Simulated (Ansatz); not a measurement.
# BH$_{2}$ClF$_{2}$: frequency calculation

The run: frequency calculation of BH$_{2}$ClF$_{2}$. Method and program: RKS PBE0-D4/def2-SVP (Ansatz 0.2.0).

It belongs to a series of runs on one base structure; here: vibrations at the highest image of the band.

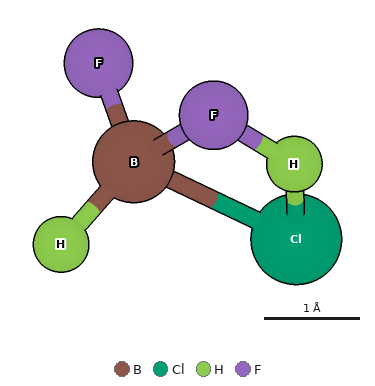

The input geometry (ball-and-stick view, seen at a tilt). Bond lengths as drawn: B–Cl 2.03 Å, B–F 1.32 to 1.55 Å, B–H 1.20 Å, Cl–H 1.56 Å and F–H 1.15 Å.

**Summary**

- outcome: converged
- total energy: −18648.4932 eV
- mean-field energy: −18648.4201 eV
- largest force (length of the vector): under 0.001 eV/Å
- hardware: 2 threads of Arm Neoverse V2, 24 GiB of memory available, shared host
- wall time: 25 s (CPU time 49 s)
- peak memory: 0.12 GiB

**Input file**
```yaml
crystal:
  periodic: [false, false, false]
  atoms:
    - { symbol: B, position_ang: [0.015408, -0.203075, 0.034296] }
    - { symbol: Cl, position_ang: [0.003963, 0.201993, 2.026766] }
    - { symbol: H, position_ang: [1.048434, 0.165071, -0.450297] }
    - { symbol: F, position_ang: [-1.157551, 0.073046, -0.503656] }
    - { symbol: F, position_ang: [0.062492, -1.700743, 0.42051] }
    - { symbol: H, position_ang: [0.034954, -1.265492, 1.488082] }
basis:
  gaussian: { orbitals: def2-SVP }
hamiltonian:
  xc: pbe0
  dispersion: d4
phonons: {}
```

Launch command:
```bash
ansatz run input.yaml --threads 2 --pin off --max-ram 3072MiB --backend cpu --events-out ev --progress --plain --runs-dir out
```

**The program's output**
```
Engine: ansatz 0.2.0, aarch64-unknown-linux-gnu
Functional definition: PBE0
  parameter a = 0.25
  parameter kappa = 0.804
  parameter beta = 0.06672455060314922
  exchange = (1 - a)*pbe_x(kappa = kappa, mu = beta*pi^2/3) + a*exact_x
  correlation = pbe_c(beta = beta)
733 factors; integrals over basis functions are off by at most 3.1e-4 eV
mean field evaluation 1: about -18647.0517 eV, gradient 2.9e1 eV
mean field evaluation 2: about -18646.0547 eV, gradient 4.0e1 eV
mean field evaluation 4: about -18648.3739 eV, gradient 5.9e-1 eV
mean field evaluation 8: about -18648.4200 eV, gradient 1.0e-1 eV
mean field -18648.42003250 eV, -685.3167958413 hartree, gradient 8.3e-5 eV, S^2 0.000000; 0 other end points of the search recorded, 0 dependent functions left out
the calculation of the forces begins
reference -18648.42005146 eV, -685.3167965380 hartree; 21, 21 occupied and 49, 49 virtual orbitals, 733 factors
these checks for a lower state are left out or cut short: stability, starts, cluster_reference, orbital_swaps, neighbouring_geometries, increment
733 factors; integrals over basis functions are off by at most 3.1e-4 eV
mean field evaluation 16: about -18648.3743 eV, gradient 3.1e-1 eV
mean field -18648.41985247 eV, -685.3167892252 hartree, gradient 2.1e-6 eV, S^2 0.000000; 0 other end points of the search recorded, 0 dependent functions left out
[... from here on the field's lines of each further geometry are left out, up to the last ...]
the calculation of the forces begins
reference -18648.42003302 eV, -685.3167958603 hartree; 21, 21 occupied and 49, 49 virtual orbitals, 733 factors
these checks for a lower state are left out or cut short: stability, starts, cluster_reference, orbital_swaps, neighbouring_geometries, increment
733 factors; integrals over basis functions are off by at most 3.1e-4 eV
mean field -18648.42001274 eV, -685.3167951150 hartree, gradient 1.4e-6 eV, S^2 0.000000; 0 other end points of the search recorded, 0 dependent functions left out
the calculation of the forces begins
reference -18648.42003169 eV, -685.3167958115 hartree; 21, 21 occupied and 49, 49 virtual orbitals, 733 factors
WARN: phonons: modes at or below zero, which the zero-point energy, F, S and C_V leave out: 1, the lowest at -825.81 cm⁻¹. A minimum has none, and a first-order saddle one
Total energy: -18648.49315949 eV, -685.3194832087 hartree
Atom 0 at     0.015408    -0.203075     0.034296 Å, force    -0.000109     0.000269     0.000104 eV/Å
Atom 1 at     0.003963     0.201993     2.026766 Å, force     0.000091    -0.000123    -0.000083 eV/Å
Atom 2 at     1.048434     0.165071    -0.450297 Å, force     0.000037    -0.000012     0.000023 eV/Å
Atom 3 at    -1.157551     0.073046    -0.503656 Å, force     0.000103    -0.000233    -0.000046 eV/Å
Atom 4 at     0.062492    -1.700743     0.420510 Å, force    -0.000135     0.000055    -0.000028 eV/Å
Atom 5 at     0.034954    -1.265492     1.488082 Å, force     0.000014     0.000044     0.000030 eV/Å
Dipole moment:     0.140436    -0.164597     0.150137 e Å
Vibrations: -825.81 276.11 412.65 499.11 603.04 785.34 849.00 1078.05 1168.46 1299.25 1666.83 2724.90 cm⁻¹, zero-point energy 0.704400 eV
```

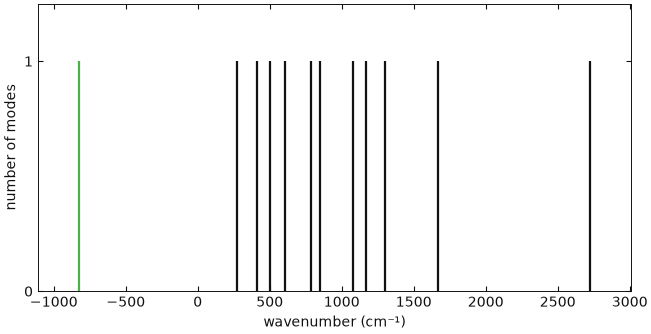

Harmonic vibrational wavenumbers from the force constants; neighbouring modes closer than 16 cm⁻¹ are counted in one stick, and imaginary ones are drawn at negative wavenumbers. 12 modes from 826i to 2725 cm⁻¹, 1 imaginary beyond 8i (826i cm⁻¹): a first-order saddle point, if the geometry is stationary.
